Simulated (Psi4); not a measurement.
# B3LYP/def2-QZVPP (density fitting, sweep point 6) run of NOF (nitrosyl fluoride)

What is the vertical ionisation energy of NOF (nitrosyl fluoride) at B3LYP/def2-QZVPP (density fitting, sweep point 6)? 

The calculation is run with Psi4 1.11.

### Step 1. The system as given

The species is NOF (3 atoms), meant as a singlet with charge 0. SMILES: `O=NF`. Geometry: relaxed at GFN2-xTB.

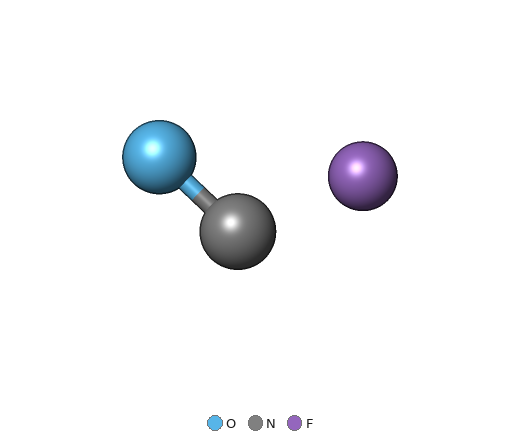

Viewed from a chosen angle; oxygen blue, nitrogen grey, fluorine purple.

### Step 2. The energy at B3LYP/def2-QZVPP (density fitting, sweep point 6)

calc.dat reads:

```
memory 1600 MB

molecule mol {
  0 1
  O      1.66530225     0.45933573     0.96725632
  N      0.27829997    -0.91016769     0.05497213
  F     -1.94362111     0.45085086    -1.02224735
  units au
  symmetry c1
}

set {
  basis def2-QZVPP
  puream true
  scf_type df
  dft_radial_points 99
  dft_spherical_points 590
}

energy_value = energy("b3lyp")
print_variables()
```

On the command line:

```
$ psi4 -i calc.dat -o calc.out -n 1
```

calc.out, shortened:

```text
[...]
  Running in c1 symmetry.
[...]
  Nuclear repulsion =   65.836732049838020
[...]
  Multiplicity = 1
[...]
  Nalpha       = 12
  Nbeta        = 12
[...]
    Number of basis functions: 171
[...]
   @DF-RKS iter   1:  -229.76631563678939   -3.55404e-01   2.72550e-03 ADIIS/DIIS
[...]
   @DF-RKS iter   8:  -229.82829010919966   -4.36429e-08   3.89762e-07 DIIS
[...]
    Orbital Energies [Eh]
    ---------------------
    Doubly Occupied:
       1A    -24.695873     2A    -19.293440     3A    -14.568349
       4A     -1.318653     5A     -1.178339     6A     -0.728776
       7A     -0.600956     8A     -0.572840     9A     -0.558373
      10A     -0.422692    11A     -0.411658    12A     -0.354984
[...]
  @DF-RKS Final Energy:  -229.82829010919966
   => Energetics <=
    Nuclear Repulsion Energy =             65.8367320498380195
    One-Electron Energy =                -446.9476990190727292
    Two-Electron Energy =                 172.1352218574898245
    DFT Exchange-Correlation Energy =     -20.8525449974547783
    Empirical Dispersion Energy =           0.0000000000000000
    VV10 Nonlocal Energy =                  0.0000000000000000
    Total Energy =                       -229.8282901091996564
[...]
 Multipole Moments:
 ------------------------------------------------------------------------------------
     Multipole            Electronic (a.u.)      Nuclear  (a.u.)        Total (a.u.)
 ------------------------------------------------------------------------------------
 L = 1.  Multiply by 2.5417464519 to convert [e a0] to [Debye]
 Dipole X            :         -0.4948206            1.0280149            0.5331942
 Dipole Y            :          0.0250700           -0.1911438           -0.1660738
 Dipole Z            :          0.0000000            0.0000000            0.0000000
 Magnitude           :                                                    0.5584591
[...]
```

Run time: 9.3 s. Hardware: 1 thread of AMD EPYC 9R45 (Zen 5), shared host; peak memory 0.96 GiB.

### Step 3. The doublet cation, same level

fno.dat reads:

```
memory 1600 mb

molecule {
  1 2
  O      1.66530225     0.45933573     0.96725632
  N      0.27829997    -0.91016769     0.05497213
  F     -1.94362111     0.45085086    -1.02224735
  units au
  symmetry c1
}

set globals {
  reference            uks
  puream               true
  scf_type             df
  dft_radial_points    99
  dft_spherical_points 590
  maxiter              150
}

e_tot = energy('b3lyp/def2-QZVPP')
```

On the command line:

```
$ psi4 -n 1 fno.dat fno.out
```

fno.out, shortened:

```text
[...]
  Running in c1 symmetry.
[...]
  Nuclear repulsion =   65.836732049838020
[...]
  Multiplicity = 2
[...]
  Nalpha       = 12
  Nbeta        = 11
[...]
    Number of basis functions: 171
[...]
   @DF-UKS iter   1:  -229.29089219308500    1.20020e-01   2.17041e-03 ADIIS/DIIS
[...]
   @DF-UKS iter  11:  -229.34616341759596   -1.18754e-07   5.02686e-07 DIIS
[...]
   @S^2 Observed:                7.665624752E-01
[...]
    Orbital Energies [Eh]
    ---------------------
    Alpha Occupied:
       1A    -25.116044     2A    -19.723758     3A    -14.974109
       4A     -1.710236     5A     -1.574915     6A     -1.112237
       7A     -0.994319     8A     -0.945148     9A     -0.942670
      10A     -0.795865    11A     -0.788947    12A     -0.768876
    Alpha Virtual:
      13A     -0.509789    14A     -0.400972    15A     -0.115395
      16A     -0.067859    17A     -0.067598    18A     -0.054165
      19A      0.022384    20A      0.050013    21A      0.062263
      22A      0.067008    23A      0.101495    24A      0.114996
      25A      0.190534    26A      0.340329    27A      0.383290
[...]
  @DF-UKS Final Energy:  -229.34616341759596
   => Energetics <=
    Nuclear Repulsion Energy =             65.8367320498380195
    One-Electron Energy =                -437.7809354795255103
    Two-Electron Energy =                 163.0882297344155631
    DFT Exchange-Correlation Energy =     -20.4901897223240397
    Empirical Dispersion Energy =           0.0000000000000000
    VV10 Nonlocal Energy =                  0.0000000000000000
    Total Energy =                       -229.3461634175959603
[...]
 Multipole Moments:
 ------------------------------------------------------------------------------------
     Multipole            Electronic (a.u.)      Nuclear  (a.u.)        Total (a.u.)
 ------------------------------------------------------------------------------------
 L = 1.  Multiply by 2.5417464519 to convert [e a0] to [Debye]
 Dipole X            :         -0.3977051            1.0280149            0.6303098
 Dipole Y            :         -0.0838706           -0.1911438           -0.2750144
 Dipole Z            :          0.0000000            0.0000000            0.0000000
 Magnitude           :                                                    0.6876942
[...]
```

It took 19 s on 1 thread of AMD EPYC 9R45 (Zen 5), shared host; peak memory 0.97 GiB.

### Step 4. What came out

At B3LYP/def2-QZVPP (density fitting, sweep point 6):

| quantity | value |
| --- | --- |
| singlet NOF: total energy | -229.82829 Eh |
| singlet NOF: dipole moment | 1.42 D |
| singlet NOF: HOMO energy | -9.66 eV |
| singlet NOF: LUMO energy | -3.81 eV |
| singlet NOF: HOMO–LUMO gap | 5.85 eV |
| doublet cation: total energy | -229.34616 Eh |
| doublet cation: HOMO energy (highest over α and β) | -20.91 eV |
| doublet cation: LUMO energy (lowest over α and β) | -16.63 eV |
| doublet cation: ⟨S²⟩ | 0.767 |
| vertical ionisation energy (to the doublet cation) | 13.119 eV |

**Reading.** Removing an electron at fixed nuclei costs 13.12 eV (303 kcal/mol). The negative HOMO energy of the first species, 9.66 eV, lies 3.46 eV below that difference.
